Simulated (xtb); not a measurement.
**Geometry relaxation of CH6O2Si (part 5 of 5)**

CH6O2Si; GFN1-xTB, ALPB solvent methanol (xtb 6.7.1). The geometry comes from this level: GFN2-xTB.

Geometry of the input (Å):
```
O  -0.7435  0.0707  -1.3978
C  -0.3924  0.5207  -0.1118
O  0.5490  1.5673  -0.1764
Si 0.2688  -1.0311  0.8035
H  -1.0924  0.8044  -1.9198
H  -1.2609  0.9746  0.3850
H  1.3522  1.2336  -0.5931
H  -0.7858  -2.0385  0.8078
H  0.6617  -0.6203  2.1519
H  1.4433  -1.4814  0.0508
```

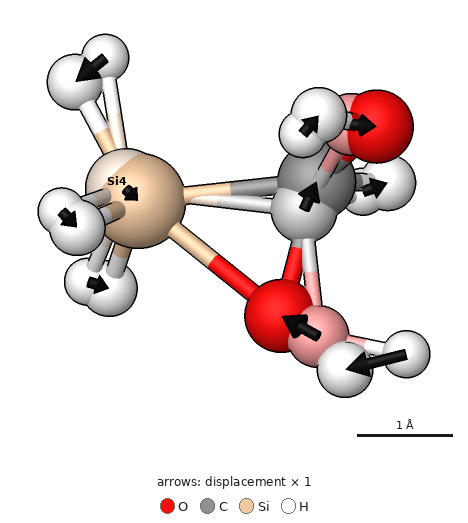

*Start (faint) and end (solid) with the displacements as black arrows, at true length (ball-and-stick view, seen at a tilt). The two geometries are laid on each other by the best rigid fit.*

The largest move after the best rigid fit is that of H5, 0.67 Å. By element the largest moves are H 0.67 Å, O 0.48 Å, C 0.33 Å, Si 0.19 Å. Among the contacts that change: O1–Si4 2.662 → 2.003 Å, O1–C2 1.407 → 1.494 Å, Si4–H9 1.463 → 1.482 Å, Si4–H10 1.466 → 1.447 Å. New bonds form: O1–Si4 (2.66 → 2.00 Å). Among the angles that change: O1–C2–Si4 105.3° → 71.1°, O3–C2–Si4 113.1° → 126.1°, Si4–C2–H6 113.0° → 125.4°. After 18 geometry steps the energy has fallen by 42.5 kJ/mol. (Atoms are counted from 1 in the order of the input.)

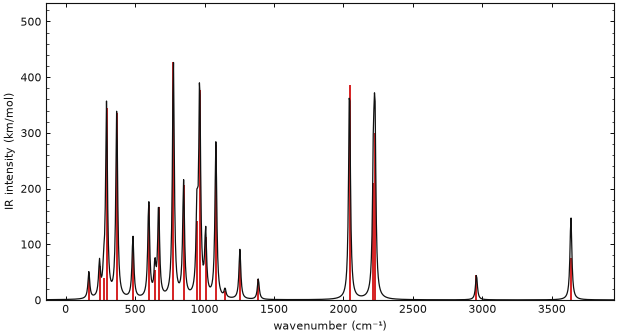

*Harmonic infrared spectrum, unscaled: sticks (degenerate modes added up, dark ones marked on the axis) with a Lorentzian envelope of 16 cm⁻¹ full width, scaled to the tallest stick.*

24 modes from 167 to 3638 cm⁻¹, none imaginary. The strongest line is at 775 cm⁻¹ (426 km/mol).

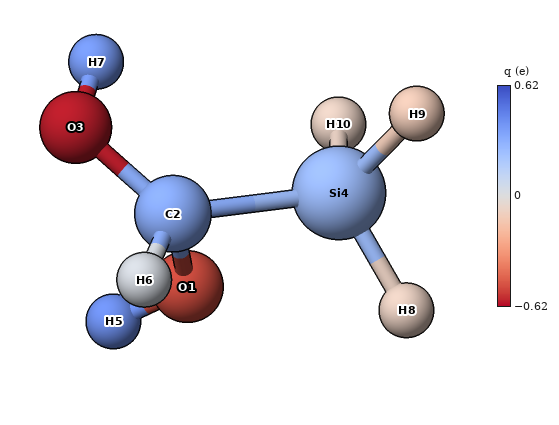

*Mulliken charges, as the colour of each atom (ball-and-stick view, seen at a tilt; atoms are numbered from 1 in the order of the input).*

By element: O −0.59 to −0.50, C +0.31, Si +0.24 and H −0.11 to +0.41 e.

Key numbers

- outcome: converged
- electrons treated: 26
- total energy: −16.623192 hartree
- dispersion energy: −0.002721 hartree
- solvation energy: −0.014618 hartree
- basis functions: 34
- HOMO: −11.27 eV
- LUMO: −4.92 eV
- zero-point energy: 0.068053 hartree
- dipole moment: 3.39 D
- wavenumbers, lowest and highest: 167 and 3638 cm⁻¹
- peak memory: 0.076 GiB
